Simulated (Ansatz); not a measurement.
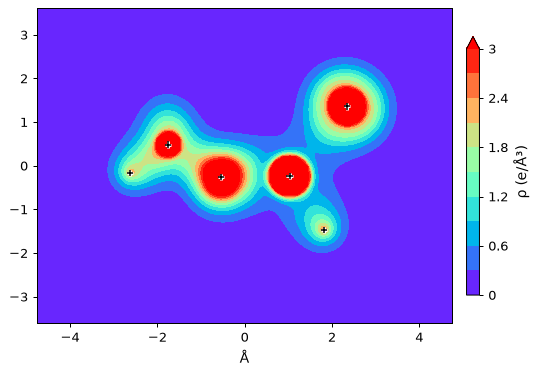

The total electron density on a plane through atoms (crosses mark nuclei in the plane).

Theory: Ansatz 0.2.0, RKS PBE0-D4/def2-SVP.

Candidates:
A. Cl3In···CH4
B. CH4ClNSi···NH3

> Which system is this?

Candidate B: CH4ClNSi···NH3 on the plane of atoms H6, Si1 and Cl7, which holds Si, N, C, H and Cl. C–N (1.42 Å): ρ at the midpoint is about 2 e/Å³. Si–N (1.57 Å): ρ at the midpoint is about 1.3 e/Å³.
